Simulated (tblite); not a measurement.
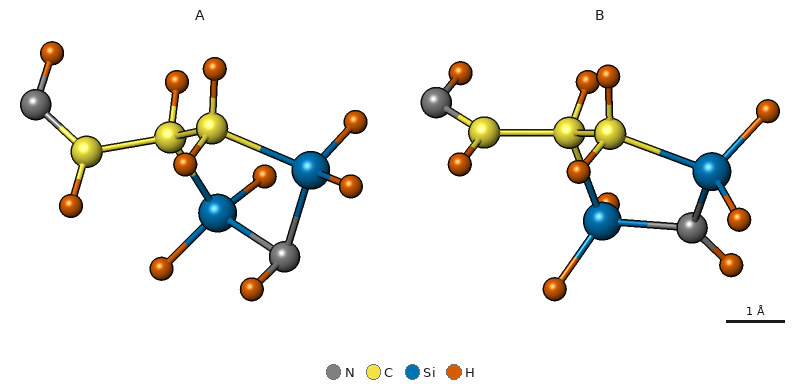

Two geometries of C3H10N2Si2, drawn at one scale. One is the start of a relaxation, the other its converged end. A ball-and-stick model, seen from a free direction.

These are results of tblite, GFN2-xTB geometry optimisation, gas phase, not measurements. 

**Which geometry has the lower energy?**

Structure B is the relaxed one. Over 124 geometry steps the energy falls by 94.2 kJ/mol. The atom that moves furthest after the best rigid fit is an H atom (1.96 Å). By element the largest moves are H 1.96 Å, N 0.60 Å, C 0.34 Å, Si 0.32 Å. Near-neighbour distances that change, for instance: N–Si 1.806 → 1.728 Å, C–Si 1.858 → 1.922 Å, C–C 1.481 → 1.532 Å, H–N 1.046 → 1.004 Å. Bond angles that change, for instance: Si–N–Si 97.6° → 118.9°, Si–N–H 105.5° → 120.7°, Si–N–H 106.7° → 120.3°. Groups turn about C–C by about 30°.
